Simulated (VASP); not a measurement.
Given:

```xyz
6
Lattice="-2.5185 2.5185 8.9516 2.5185 -2.5185 8.9516 2.5185 2.5185 -8.9516" Properties=species:S:1:pos:R:3 pbc="T T T"
Sr     0.0000     2.5185     8.9516
Sr     2.5185     0.0000     8.9516
Sr     0.0000     0.0000     5.7732
Sr     0.0000     0.0000    12.1301
Bi     2.5185     2.5185    -6.5338
Bi     0.0000     0.0000    15.4854
```

Method: PBEsol GGA, VASP's PBE PAW potentials (set 64) (plane waves; VASP 6.6.1). Settings: 400 eV cut-off, 10×10×10 Γ-centred mesh, tetrahedra with Blöchl corrections, potentials Sr_sv Bi_d.

Unless said otherwise, spin-orbit coupling is left out, though it shifts the bands of the heavy elements here.

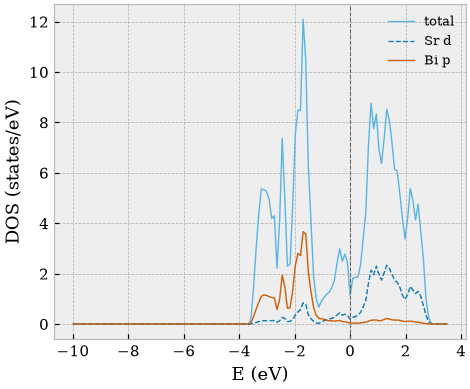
Figure. Total and projected density of states, zero at the Fermi level

Within 2 eV below the Fermi level the largest weight inside VASP's projection spheres is Bi p, then Sr d.

It has no gap at this level: it comes out as a metal or semimetal.

The structure comes from a computed database's Sr2Bi entry (I4/mmm); how it stands against other phases isn't given here. It was relaxed first.
